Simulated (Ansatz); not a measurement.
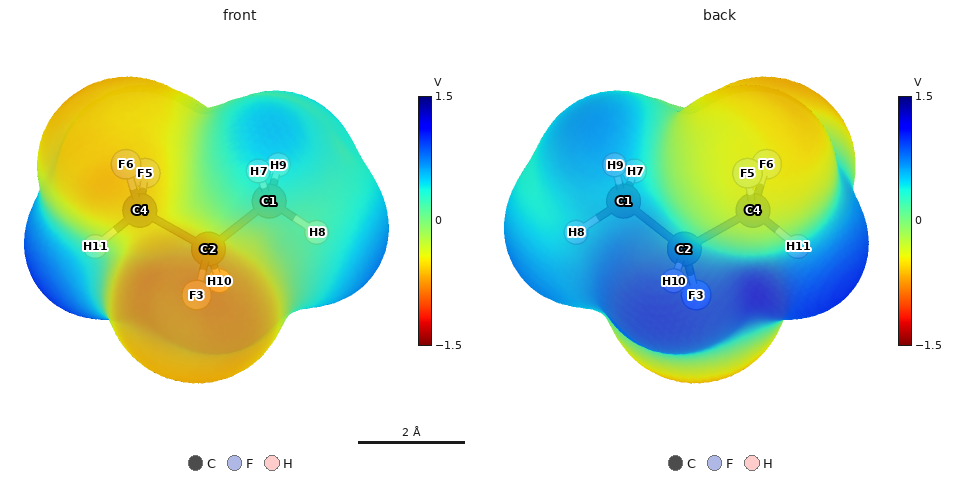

C3H5F3 (SMILES CC(F)C(F)F). The electrostatic potential painted on the density surface at 0.001 e/bohr³, seen from the front and from behind; the colour scale runs from red (negative) to blue (positive).

Geometry: PBE0-D4/def2-TZVP.

These are results of RKS PBE0-D4/def2-TZVPP (Ansatz 0.2.0), not measurements.

```xyz
11

C    -0.1014    1.1657   -0.5320
C     0.1217   -0.3213   -0.5083
F     1.3964   -0.6192   -0.9578
C    -0.0108   -0.9366    0.8725
F    -1.3081   -0.8620    1.2638
F     0.7316   -0.2620    1.7791
H     0.6263    1.6707    0.1034
H    -0.0020    1.5363   -1.5526
H    -1.1053    1.3981   -0.1724
H    -0.5862   -0.8419   -1.1626
H     0.3033   -1.9849    0.8874
```

Q: Which sites attract a positive test charge, and which a negative one?

A: A positive charge is drawn to the negative regions and a negative charge to the positive ones. The most negative region (about −0.8 V) lies over F3, the most positive (about +1.0 V) over C2, C4, H10 and H11.
